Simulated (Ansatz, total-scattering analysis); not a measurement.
# Isotope substitution on H in ethanol

Two samples of ethanol (12 ethanol; C 22.2, O 11.1, H 66.7 atom %; 300 K, fixed volume (mean pressure -0.3 GPa); ρ₀ = 0.0929 Å⁻³) differ only in the isotope of H: D (b = 6.6681 fm) and H (b = -3.7395 fm). Other lengths: C 6.6472, O 5.8037 fm. The data are simulated by ab initio molecular dynamics with Ansatz (LDA, plane waves, PAW default files, Langevin thermostat, no spin, fixed volume, H with the mass of D). The average runs over 0.76 ps of 108 atoms, so shells between rare elements are rough. Mean temperature 288 K, largest m.s.d. 1.95 Å², energy drift -1 meV an atom (last third less first, no steady trend), Langevin friction 10 ps⁻¹; the first quarter of the run is discarded. Start: last frame of a classical run of this cell at the same density and temperature. So short a stretch relaxes bonds and nearest shells but still remembers its start. It is a liquid as far as so short a run tells. LDA overbinds hydrogen bonds, so O–O contacts come out short and the liquid too structured. The partials come from the cell's reciprocal vectors below 4 Å⁻¹ and from g(r) above; absorption, incoherent and inelastic scattering are left out. F(Q) = Σ ci cj bi bj (Sij − 1), in barn per steradian and atom:

| Q (Å⁻¹) | 2H | 1H | difference |
| --- | --- | --- | --- |
| 0.6 | -0.226 | -0.213 | -0.013 |
| 0.9 | -0.145 | -0.188 | 0.043 |
| 1.2 | 0.173 | -0.180 | 0.354 |
| 1.5 | 0.500 | -0.140 | 0.639 |
| 1.8 | 0.001 | -0.086 | 0.087 |
| 2.1 | -0.105 | -0.094 | -0.011 |
| 2.4 | -0.067 | -0.059 | -0.007 |
| 2.7 | -0.041 | -0.028 | -0.013 |
| 3.0 | -0.047 | -0.009 | -0.038 |
| 3.3 | -0.029 | -0.012 | -0.017 |
| 3.6 | -0.018 | 0.019 | -0.038 |
| 3.9 | -0.066 | 0.030 | -0.097 |
| 4.2 | -0.085 | 0.038 | -0.124 |
| 4.5 | -0.093 | 0.054 | -0.147 |
| 4.8 | -0.097 | 0.079 | -0.175 |
| 5.1 | -0.091 | 0.090 | -0.181 |
| 5.4 | -0.055 | 0.075 | -0.129 |
| 5.7 | -0.002 | 0.041 | -0.043 |
| 6.0 | 0.038 | 0.000 | 0.038 |
| 6.3 | 0.059 | -0.043 | 0.102 |
| 6.6 | 0.065 | -0.072 | 0.138 |
| 6.9 | 0.060 | -0.079 | 0.139 |
| 7.2 | 0.053 | -0.067 | 0.120 |
| 7.5 | 0.049 | -0.046 | 0.094 |
| 7.8 | 0.044 | -0.021 | 0.065 |
| 8.1 | 0.032 | 0.003 | 0.029 |
| 8.4 | 0.013 | 0.017 | -0.004 |
| 8.7 | -0.006 | 0.019 | -0.025 |
| 9.0 | -0.019 | 0.013 | -0.032 |
| 9.3 | -0.028 | 0.009 | -0.037 |
| 9.6 | -0.035 | 0.009 | -0.044 |
| 9.9 | -0.037 | 0.013 | -0.051 |
| 10.2 | -0.038 | 0.021 | -0.060 |
| 10.5 | -0.038 | 0.032 | -0.070 |
| 10.8 | -0.033 | 0.036 | -0.069 |

The first difference in real space, ΔG(r), in barn (from the pair functions, so without the broadening of a finite Q range):

first difference G(r), r (Å) and value: 0.50 -0.428, 0.58 -0.428, 0.66 -0.428, 0.74 -0.428, 0.82 -0.428, 0.90 -0.416, 0.98 0.422, 1.06 2.577, 1.14 3.441, 1.22 -0.370, 1.30 -0.424, 1.38 -0.389, 1.46 -0.332, 1.54 -0.297, 1.62 -0.280, 1.70 -0.143, 1.78 0.059, 1.86 -0.158, 1.94 -0.163, 2.02 0.178, 2.10 0.582, 2.18 0.606, 2.26 -0.046, 2.34 -0.214, 2.42 -0.144, 2.50 -0.073, 2.58 -0.055, 2.66 -0.075, 2.74 -0.106, 2.82 -0.120, 2.90 -0.121, 2.98 -0.105, 3.06 -0.048, 3.14 -0.055, 3.22 -0.069, 3.30 -0.027, 3.38 -0.020, 3.46 -0.046, 3.54 -0.066

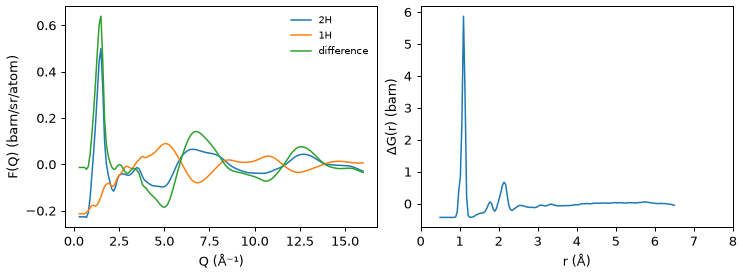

**Question.** Which pairs survive in the difference, and what is the first shell of H?

Pairs without H cancel. ΔG(r) = Σ W [g(r) − 1] with W = 2 c(H) c(j) b(j) Δb, and c(H)² (b₁² − b₂²) for H–H: H–C 0.2050, H–O 0.0895, H–H 0.1355 barn. At small r, ΔG → −ΣW = -0.430; in this finite cell the H–H term carries (N − 1)/N with N = 72 atoms of H, which gives -0.428.

The first feature holds O–H (1.01 Å, 0.2 neighbours by the coordinates) and C–H (1.11 Å, 0.8 neighbours by the coordinates) together, so its area gives only their weighted sum.

Shells of H from the coordinates: O–H at 1.01 Å, 0.2 neighbours to 1.26 Å; C–H at 1.11 Å, 0.8 neighbours to 1.42 Å; H–H at 1.79 Å, 1.5 neighbours to 2.02 Å, a soft count (first peaks with a usable minimum only). Counts average over all H, whatever molecule they sit on, and second peaks of a pair (H two bonds away, hydrogen bonds) add features between 1.5 and 2.5 Å that aren't listed. The structure is taken to be the same for both isotopes, which holds least well for H and D.
